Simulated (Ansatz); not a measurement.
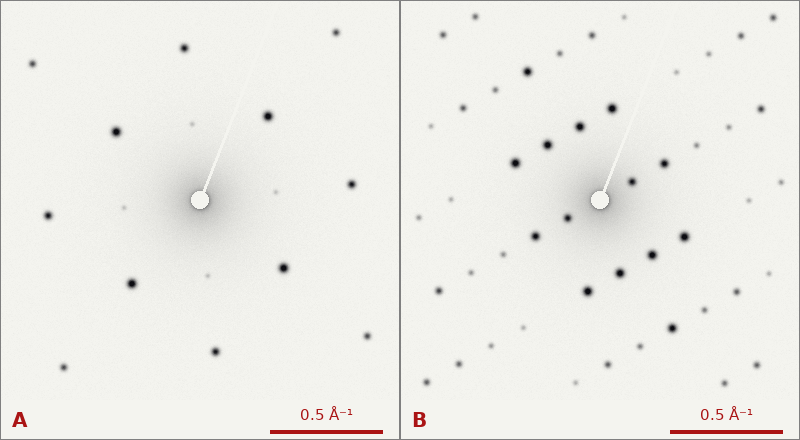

Kinematic electron diffraction patterns (300 kV, B = 0.5 Å², same scale, each along a low-index zone) of two structures of composition SrMo, each relaxed at zero pressure with Ansatz, DFT PBE, scalar-relativistic, plane waves, PAW.

The structures (standard cells):
1. P4/mmm (No. 123), a = 2.913 Å, c = 5.425 Å, 2 atoms; generated start, possibly hypothetical
2. Cmcm (No. 63), a = 5.526 Å, b = 12.015 Å, c = 3.603 Å, 8 atoms; generated start, possibly hypothetical

**Which pattern belongs to which structure, and along which zone?**

A is structure 1 along [001]: square net of 1 0 0 (weak) at d = 2.91 Å and 0 1 0 (weak) at d = 2.91 Å, 90.0° apart (some points of this net are extinct or too weak to see). B is structure 2 along [101] or an equivalent direction: centred rectangular net of 0 2 0 at d = 6.01 Å and 1 1 -1 at d = 2.93 Å, 75.9° apart (some points of this net are extinct or too weak to see).

**Which structure lies lowest at this level of theory, and by how much?**

Structure 2 (Cmcm, 29.90 Å³ an atom) is the lowest of these; structure 1 (P4/mmm, 23.02 Å³ an atom) lies about 510 meV an atom higher. These are static energies at 0 K; other structures, not shown, may lie lower still.
